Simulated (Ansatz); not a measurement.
Geometry relaxation of C3H6BBr

C3H6BBr, computed with RKS B3LYP-D4/def2-SVP (Ansatz 0.2.0).

It belongs to a series of runs on one base structure; here: end point A relaxed.

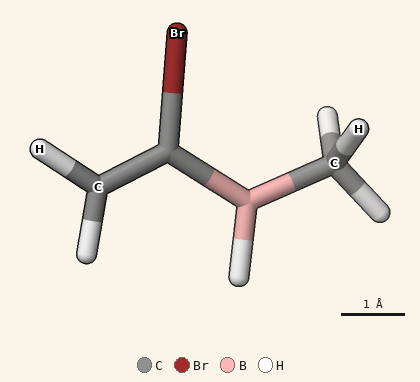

Figure 1. The starting structure (stick view, seen at a tilt). Bond lengths as drawn: Br–C 1.89 Å, B–C 1.53 to 1.57 Å, B–H 1.21 Å, C–C 1.27 Å and C–H 1.08 to 1.17 Å.

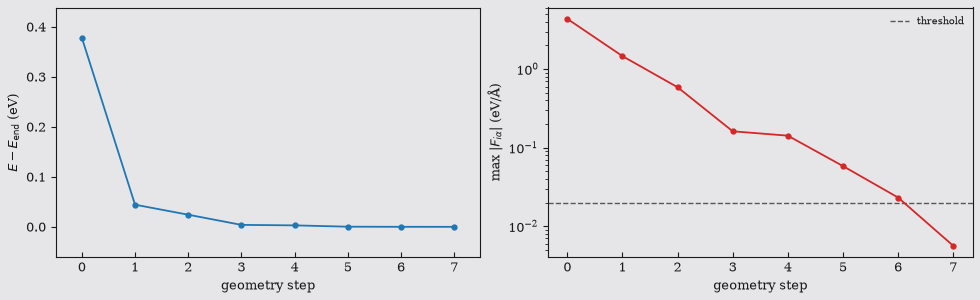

Figure 2. Progress of the relaxation, step by step (the first geometry is step 0 here and step 1 in the log).

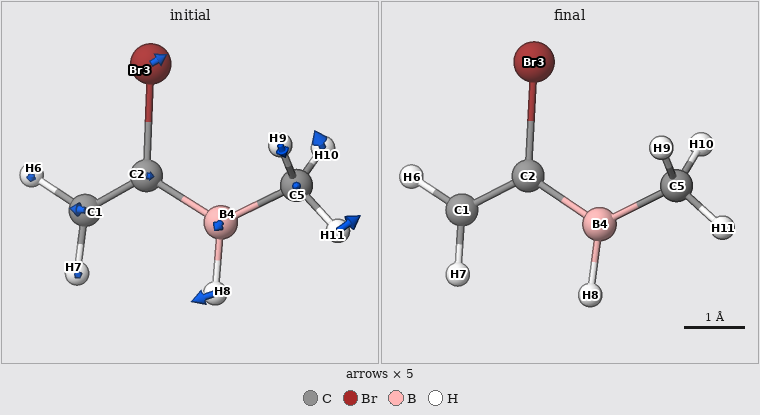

Figure 3. Before (left) and after (right) the relaxation, at one scale (ball-and-stick view, seen at a tilt). The blue arrows give the displacements, magnified 5 times. The energy falls by 0.378 eV in 7 geometry steps. The largest force component goes from 4.4 to 0.0056 eV/Å. H11 moves most after the best rigid fit: 0.098 Å. By element the largest moves are H 0.098 Å, Br 0.066 Å, C 0.062 Å, B 0.044 Å. Distances before and after: C1–C2 1.271 → 1.344 Å, C5–H9 1.173 → 1.107 Å, C1–H6 1.153 → 1.094 Å, C2–Br3 1.894 → 1.932 Å. Among the angles that change: C2–C1–H7 125.0° → 118.8°, H6–C1–H7 113.6° → 117.7°, C5–B4–H8 118.5° → 122.1°. (Atoms are counted from 1 in the order of the input.)

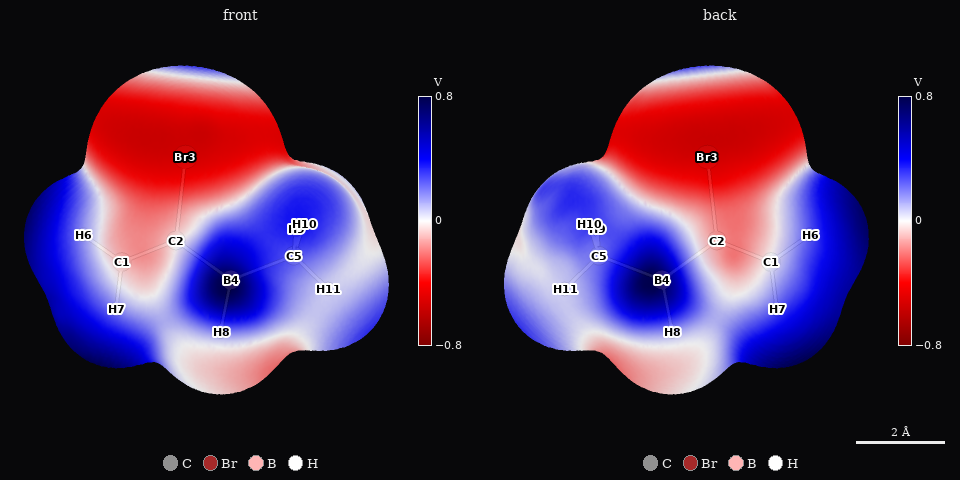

Figure 4. The molecular electrostatic potential painted on the density surface at 0.001 e/bohr³, seen face on and from behind; the colour scale runs from red (negative) to blue (positive).

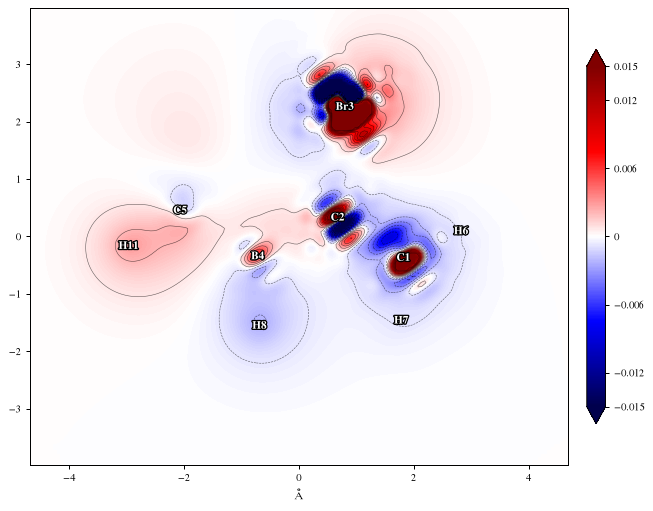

Figure 5. The HOMO on the plane of atoms Br3, C2 and B4 (values in Å⁻³ᐟ²; the overall sign is arbitrary). Its energy is −7.14 eV.

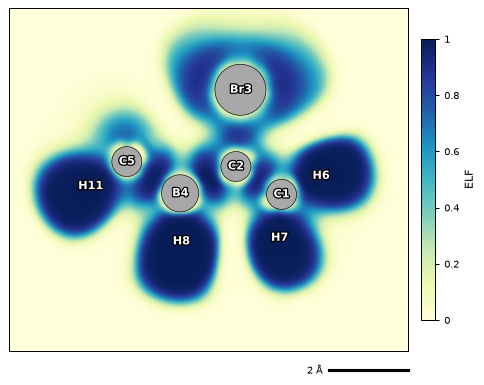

Figure 6. ELF on the plane of atoms C1, C2 and Br3. Grey discs, where drawn, cover atomic cores. Atoms in the plane: C, Br, B and H. C–C (1.34 Å): the ELF peaks at about 0.95 between the atoms (a multiple bond by its length, whose ELF region spreads away from the axis). C–Br (1.93 Å): the ELF peaks at about 0.85 between the atoms, which marks localised, shared-pair bonding. C–H (1.09 Å): the ELF climbs to about 1 towards the hydrogen, as it does in any bond to H; a covalent bond by its length. B–H (1.21 Å): the ELF climbs to about 1 towards the hydrogen; a covalent bond by its length.

These pictures come from the run below.

**The input**
```yaml
crystal:
  periodic: [false, false, false]
  atoms:
    - { symbol: C, position_ang: [-1.48, 1.3407, -0.541] }
    - { symbol: C, position_ang: [-0.3756, 0.8843, -0.1081] }
    - { symbol: Br, position_ang: [0.9585, 2.0875, 0.4926] }
    - { symbol: B, position_ang: [-0.0505, -0.6559, -0.0874] }
    - { symbol: C, position_ang: [1.2461, -1.2868, 0.4247] }
    - { symbol: H, position_ang: [-1.6931, 2.474, -0.5678] }
    - { symbol: H, position_ang: [-2.2977, 0.7394, -0.9047] }
    - { symbol: H, position_ang: [-0.9316, -1.3836, -0.4706] }
    - { symbol: H, position_ang: [1.4061, -0.969, 1.5428] }
    - { symbol: H, position_ang: [2.0864, -0.9015, -0.1534] }
    - { symbol: H, position_ang: [1.1968, -2.386, 0.3934] }
basis:
  gaussian: { orbitals: def2-SVP }
hamiltonian:
  xc: b3lyp
  dispersion: d4
relax:
  f_tol: 0.02
  max_steps: 50
output:
  orbitals: {}
```

Command:
```bash
ansatz run input.yaml --threads 2 --pin off --max-ram 3072MiB --backend cpu --events-out ev --progress --plain --runs-dir out
```

**Output**
```
The last accepted step is kept in [file] (removed where the run ends without a failure and the disk answers)
Engine: ansatz 0.2.0, aarch64-unknown-linux-gnu
Functional definition: B3LYP
  parameter a0 = 0.2
  parameter ax = 0.72
  parameter ac = 0.81
  exchange = (1 - a0 - ax)*slater_x + ax*b88_x + a0*exact_x
  correlation = (1 - ac)*vwn_rpa_c + ac*lyp_c
1323 factors; integrals over basis functions are off by at most 4.2e-4 eV
mean field evaluation 1: about -73910.6007 eV, gradient 6.1e1 eV
mean field evaluation 2: about -73904.2736 eV, gradient 7.5e1 eV
mean field evaluation 4: about -73920.0432 eV, gradient 4.9e0 eV
mean field evaluation 8: about -73920.1268 eV, gradient 1.1e-1 eV
mean field evaluation 16: about -73920.1269 eV, gradient 3.7e-5 eV
mean field -73920.12686705 eV, -2716.5145575025 hartree, gradient 3.7e-5 eV, S^2 0.000000; 0 other end points of the search recorded, 0 dependent functions left out
the calculation of the forces begins
reference -73920.12712447 eV, -2716.5145669625 hartree; 32, 32 occupied and 86, 86 virtual orbitals, 1323 factors
relax step   1: F+E_penalty+E_count = -73920.52081044 eV  Δ(F+E_penalty+E_count) = +0.000e0 eV  max|allowed force component| = 4.357e0 eV/Å  Δτ_max = 0.0000 Å  (27 SCF iters, accepted)
these checks for a lower state are left out or cut short: starts, cluster_reference, orbital_swaps, neighbouring_geometries, increment
1323 factors; integrals over basis functions are off by at most 3.3e-4 eV
mean field -73920.46310229 eV, -2716.5269139198 hartree, gradient 1.6e-5 eV, S^2 0.000000; 0 other end points of the search recorded, 0 dependent functions left out
the calculation of the forces begins
reference -73920.46336253 eV, -2716.5269234831 hartree; 32, 32 occupied and 86, 86 virtual orbitals, 1323 factors
relax step   2: F+E_penalty+E_count = -73920.85464512 eV  Δ(F+E_penalty+E_count) = -3.338e-1 eV  max|allowed force component| = 1.462e0 eV/Å  Δτ_max = 0.0763 Å  (30 SCF iters, accepted)
these checks for a lower state are left out or cut short: starts, cluster_reference, orbital_swaps, neighbouring_geometries, increment
1323 factors; integrals over basis functions are off by at most 3.2e-4 eV
mean field -73920.48410447 eV, -2716.5276857355 hartree, gradient 2.1e-5 eV, S^2 0.000000; 0 other end points of the search recorded, 0 dependent functions left out
the calculation of the forces begins
reference -73920.48436481 eV, -2716.5276953028 hartree; 32, 32 occupied and 86, 86 virtual orbitals, 1323 factors
relax step   3: F+E_penalty+E_count = -73920.87468320 eV  Δ(F+E_penalty+E_count) = -2.004e-2 eV  max|allowed force component| = 5.875e-1 eV/Å  Δτ_max = 0.0771 Å  (31 SCF iters, accepted)
these checks for a lower state are left out or cut short: starts, cluster_reference, orbital_swaps, neighbouring_geometries, increment
1323 factors; integrals over basis functions are off by at most 3.2e-4 eV
mean field evaluation 32: about -73920.4630 eV, gradient 2.4e0 eV
mean field -73920.50416255 eV, -2716.5284228564 hartree, gradient 2.2e-5 eV, S^2 0.000000; 0 other end points of the search recorded, 0 dependent functions left out
the calculation of the forces begins
reference -73920.50442268 eV, -2716.5284324159 hartree; 32, 32 occupied and 86, 86 virtual orbitals, 1323 factors
relax step   4: F+E_penalty+E_count = -73920.89503877 eV  Δ(F+E_penalty+E_count) = -2.036e-2 eV  max|allowed force component| = 1.615e-1 eV/Å  Δτ_max = 0.0452 Å  (31 SCF iters, accepted)
these checks for a lower state are left out or cut short: starts, cluster_reference, orbital_swaps, neighbouring_geometries, increment
1323 factors; integrals over basis functions are off by at most 3.2e-4 eV
mean field -73920.50479018 eV, -2716.5284459213 hartree, gradient 2.2e-5 eV, S^2 0.000000; 0 other end points of the search recorded, 0 dependent functions left out
the calculation of the forces begins
reference -73920.50505003 eV, -2716.5284554707 hartree; 32, 32 occupied and 86, 86 virtual orbitals, 1323 factors
relax step   5: F+E_penalty+E_count = -73920.89600340 eV  Δ(F+E_penalty+E_count) = -9.646e-4 eV  max|allowed force component| = 1.421e-1 eV/Å  Δτ_max = 0.0264 Å  (30 SCF iters, accepted)
these checks for a lower state are left out or cut short: starts, cluster_reference, orbital_swaps, neighbouring_geometries, increment
1323 factors; integrals over basis functions are off by at most 3.2e-4 eV
mean field -73920.50740174 eV, -2716.5285418945 hartree, gradient 2.2e-5 eV, S^2 0.000000; 0 other end points of the search recorded, 0 dependent functions left out
the calculation of the forces begins
reference -73920.50766159 eV, -2716.5285514439 hartree; 32, 32 occupied and 86, 86 virtual orbitals, 1323 factors
relax step   6: F+E_penalty+E_count = -73920.89863537 eV  Δ(F+E_penalty+E_count) = -2.632e-3 eV  max|allowed force component| = 5.831e-2 eV/Å  Δτ_max = 0.0125 Å  (30 SCF iters, accepted)
these checks for a lower state are left out or cut short: starts, cluster_reference, orbital_swaps, neighbouring_geometries, increment
1323 factors; integrals over basis functions are off by at most 3.2e-4 eV
mean field -73920.50759598 eV, -2716.5285490326 hartree, gradient 1.5e-5 eV, S^2 0.000000; 0 other end points of the search recorded, 0 dependent functions left out
the calculation of the forces begins
reference -73920.50785575 eV, -2716.5285585790 hartree; 32, 32 occupied and 86, 86 virtual orbitals, 1323 factors
relax step   7: F+E_penalty+E_count = -73920.89887880 eV  Δ(F+E_penalty+E_count) = -2.434e-4 eV  max|allowed force component| = 2.319e-2 eV/Å  Δτ_max = 0.0053 Å  (24 SCF iters, accepted)
these checks for a lower state are left out or cut short: starts, cluster_reference, orbital_swaps, neighbouring_geometries, increment
1323 factors; integrals over basis functions are off by at most 3.2e-4 eV
mean field -73920.50763554 eV, -2716.5285504864 hartree, gradient 6.4e-5 eV, S^2 0.000000; 0 other end points of the search recorded, 0 dependent functions left out
the calculation of the forces begins
reference -73920.50789527 eV, -2716.5285600313 hartree; 32, 32 occupied and 86, 86 virtual orbitals, 1323 factors
relax step   8: F+E_penalty+E_count = -73920.89892378 eV  Δ(F+E_penalty+E_count) = -4.498e-5 eV  max|allowed force component| = 5.646e-3 eV/Å  Δτ_max = 0.0029 Å  (21 SCF iters, accepted)
1323 factors; integrals over basis functions are off by at most 3.2e-4 eV
mean field evaluation 64: about -73920.5076 eV, gradient 6.4e-5 eV
mean field -73920.50763554 eV, -2716.5285504864 hartree, gradient 6.4e-5 eV, S^2 0.000000; 1 other end points of the search recorded, 0 dependent functions left out
the calculation of the forces begins
reference -73920.50789527 eV, -2716.5285600313 hartree; 32, 32 occupied and 86, 86 virtual orbitals, 1323 factors
Total energy: -73920.89918351 eV, -2716.5429396088 hartree
Atom 0 at    -1.512284     1.391093    -0.555128 Å, force     0.005646     0.000052    -0.000625 eV/Å
Atom 1 at    -0.357198     0.863498    -0.114849 Å, force    -0.003276     0.003686    -0.001062 eV/Å
Atom 2 at     1.022227     2.072707     0.490774 Å, force     0.000319    -0.000324     0.000516 eV/Å
Atom 3 at    -0.089426    -0.669448    -0.071517 Å, force     0.001562    -0.002201     0.002438 eV/Å
Atom 4 at     1.240136    -1.298608     0.443875 Å, force     0.001566     0.001235    -0.005577 eV/Å
Atom 5 at    -1.710542     2.466256    -0.589249 Å, force    -0.001824     0.000609    -0.000312 eV/Å
Atom 6 at    -2.301842     0.716340    -0.900263 Å, force    -0.001228    -0.000484     0.000011 eV/Å
Atom 7 at    -1.012188    -1.347361    -0.467183 Å, force    -0.002430    -0.001685     0.001102 eV/Å
Atom 8 at     1.391898    -1.001052     1.499444 Å, force    -0.000628    -0.000684     0.001847 eV/Å
Atom 9 at     2.101936    -0.856401    -0.089461 Å, force     0.000259     0.000331     0.001876 eV/Å
Atom 10 at     1.292684    -2.393926     0.374058 Å, force     0.000034    -0.000537    -0.000215 eV/Å
Dipole moment:    -0.195194    -0.076175    -0.076507 e Å
```

**Trajectory as extended XYZ (Å, eV, eV/Å), 8 frames, from step=1 to step=8**
```
11
Properties=species:S:1:pos:R:3:forces:R:3 step=1 energy=-73920.52081
C    -1.4800    1.3407   -0.5410   -4.3573   4.3173  -1.5205
C    -0.3756    0.8843   -0.1081    3.9070  -2.8585   1.2746
Br    0.9585    2.0875    0.4926    0.5584   0.4620   0.2673
B    -0.0505   -0.6559   -0.0874   -0.7078   0.4594   0.0736
C     1.2461   -1.2868    0.4247    0.0916  -0.0697   2.0190
H    -1.6931    2.4740   -0.5678    0.2482  -1.5805   0.0270
H    -2.2977    0.7394   -0.9047   -0.2513  -0.6127  -0.1531
H    -0.9316   -1.3836   -0.4706   -0.2439   0.0843  -0.1609
H     1.4061   -0.9690    1.5428   -0.0880  -0.3549  -1.7373
H     2.0864   -0.9015   -0.1534    0.5554   0.0928  -0.0465
H     1.1968   -2.3860    0.3934    0.2877   0.0605  -0.0433
11
Properties=species:S:1:pos:R:3:forces:R:3 step=2 energy=-73920.85464
C    -1.5096    1.3706   -0.5551   -0.7823   1.4620  -0.3199
C    -0.3561    0.8729   -0.1230    0.4971  -0.9937   0.4227
Br    1.0092    2.0672    0.5018    0.0977   0.1669   0.0196
B    -0.0890   -0.6703   -0.0425   -0.0457   0.2685  -0.5278
C     1.2458   -1.2963    0.4388   -0.0003  -0.1027   0.7964
H    -1.7104    2.4635   -0.5832    0.1283  -0.4921   0.0178
H    -2.3264    0.7489   -0.9213    0.0494  -0.3512   0.0309
H    -0.9894   -1.3560   -0.4781   -0.0596   0.0299   0.1343
H     1.4195   -0.9917    1.5073   -0.0335  -0.1286  -0.4827
H     2.0997   -0.8691   -0.1105    0.0767   0.0391  -0.0650
H     1.2721   -2.3966    0.3863    0.0722   0.1020  -0.0263
11
Properties=species:S:1:pos:R:3:forces:R:3 step=3 energy=-73920.87468
C    -1.5152    1.3891   -0.5601    0.1230  -0.1040   0.2490
C    -0.3587    0.8639   -0.1039   -0.1824  -0.1488  -0.4657
Br    1.0219    2.0725    0.4929   -0.0269   0.0012   0.0136
B    -0.0709   -0.6732   -0.1174   -0.2669   0.0582   0.5875
C     1.2448   -1.3013    0.4439    0.0758  -0.0439  -0.3699
H    -1.7101    2.4606   -0.5821   -0.0009   0.1917  -0.0044
H    -2.3341    0.7393   -0.8914    0.1875  -0.0867  -0.0168
H    -1.0184   -1.3502   -0.4721    0.1792   0.0608  -0.1248
H     1.3856   -0.9842    1.4893   -0.0618   0.0743   0.1655
H     2.1232   -0.8742   -0.0777   -0.0158  -0.0384  -0.0059
H     1.2973   -2.3991    0.3991   -0.0107   0.0354  -0.0281
11
Properties=species:S:1:pos:R:3:forces:R:3 step=4 energy=-73920.89504
C    -1.5185    1.3886   -0.5432    0.0839   0.0388  -0.1586
C    -0.3561    0.8637   -0.1133   -0.1615  -0.1446  -0.0289
Br    1.0186    2.0741    0.4913    0.0161   0.0076   0.0118
B    -0.0879   -0.6738   -0.0755   -0.0242   0.0570   0.0261
C     1.2432   -1.3008    0.4441    0.0015  -0.0081  -0.0880
H    -1.7074    2.4644   -0.5850   -0.0161   0.0471   0.0569
H    -2.3127    0.7326   -0.9182    0.0835  -0.0526   0.1066
H    -1.0164   -1.3511   -0.4682    0.0659   0.0333   0.0139
H     1.3968   -0.9933    1.4944   -0.0051   0.0140   0.0692
H     2.1080   -0.8644   -0.0909   -0.0319  -0.0043  -0.0040
H     1.2979   -2.3970    0.3849   -0.0120   0.0118  -0.0050
11
Properties=species:S:1:pos:R:3:forces:R:3 step=5 energy=-73920.89600
C    -1.5072    1.3895   -0.5671   -0.1421   0.1118   0.1368
C    -0.3532    0.8637   -0.1228   -0.0342  -0.1026   0.0010
Br    1.0201    2.0728    0.4888    0.0278   0.0174   0.0036
B    -0.0904   -0.6717   -0.0673    0.0385   0.0354  -0.1325
C     1.2410   -1.2994    0.4453   -0.0143   0.0035   0.0562
H    -1.7127    2.4659   -0.5753    0.0432  -0.0512  -0.0692
H    -2.3122    0.7236   -0.8977    0.0883  -0.0167  -0.0263
H    -1.0098   -1.3492   -0.4740    0.0017   0.0072   0.0412
H     1.3923   -0.9978    1.5005    0.0111  -0.0151  -0.0132
H     2.1033   -0.8593   -0.0892   -0.0156   0.0088  -0.0009
H     1.2942   -2.3950    0.3791   -0.0046   0.0015   0.0033
11
Properties=species:S:1:pos:R:3:forces:R:3 step=6 energy=-73920.89864
C    -1.5122    1.3898   -0.5556   -0.0190   0.0583   0.0032
C    -0.3557    0.8632   -0.1169   -0.0460  -0.0505  -0.0079
Br    1.0205    2.0726    0.4906    0.0159   0.0097   0.0029
B    -0.0887   -0.6709   -0.0724    0.0016   0.0155  -0.0173
C     1.2410   -1.2992    0.4445   -0.0011   0.0023  -0.0033
H    -1.7097    2.4660   -0.5854    0.0073  -0.0190  -0.0030
H    -2.3079    0.7216   -0.9011    0.0397  -0.0187   0.0095
H    -1.0115   -1.3483   -0.4704    0.0087   0.0036   0.0099
H     1.3923   -0.9978    1.4990    0.0021  -0.0033   0.0037
H     2.1034   -0.8592   -0.0899   -0.0061   0.0024   0.0018
H     1.2939   -2.3947    0.3782   -0.0032  -0.0004   0.0006
11
Properties=species:S:1:pos:R:3:forces:R:3 step=7 energy=-73920.89888
C    -1.5125    1.3905   -0.5546    0.0050   0.0190  -0.0045
C    -0.3567    0.8632   -0.1153   -0.0232  -0.0108  -0.0059
Br    1.0215    2.0726    0.4907    0.0063   0.0033   0.0023
B    -0.0890   -0.6700   -0.0722    0.0014   0.0015   0.0009
C     1.2404   -1.2988    0.4442    0.0012   0.0016  -0.0092
H    -1.7100    2.4660   -0.5877   -0.0007  -0.0041   0.0010
H    -2.3039    0.7183   -0.9011    0.0113  -0.0083   0.0059
H    -1.0119   -1.3476   -0.4685    0.0010  -0.0011   0.0022
H     1.3921   -0.9993    1.4991    0.0008  -0.0011   0.0045
H     2.1024   -0.8577   -0.0900   -0.0017   0.0009   0.0025
H     1.2931   -2.3942    0.3760   -0.0014  -0.0010   0.0003
11
Properties=species:S:1:pos:R:3:forces:R:3 step=8 energy=-73920.89892
C    -1.5123    1.3911   -0.5551    0.0056   0.0001  -0.0006
C    -0.3572    0.8635   -0.1148   -0.0033   0.0037  -0.0011
Br    1.0222    2.0727    0.4908    0.0003  -0.0003   0.0005
B    -0.0894   -0.6694   -0.0715    0.0016  -0.0022   0.0024
C     1.2401   -1.2986    0.4439    0.0016   0.0012  -0.0056
H    -1.7105    2.4663   -0.5892   -0.0018   0.0006  -0.0003
H    -2.3018    0.7163   -0.9003   -0.0012  -0.0005   0.0000
H    -1.0122   -1.3474   -0.4672   -0.0024  -0.0017   0.0011
H     1.3919   -1.0011    1.4994   -0.0006  -0.0007   0.0018
H     2.1019   -0.8564   -0.0895    0.0003   0.0003   0.0019
H     1.2927   -2.3939    0.3741    0.0000  -0.0005  -0.0002
```

**Key numbers**

- outcome: converged
- total energy: −73920.8992 eV
- mean-field energy: −73920.5079 eV
- largest force (length of the vector) at the end: 0.006 eV/Å
- hardware: 2 threads of Arm Neoverse N1, 24 GiB of memory available, shared host
- wall time: 55 s (CPU time 1.8 min)
- peak memory: 0.3 GiB
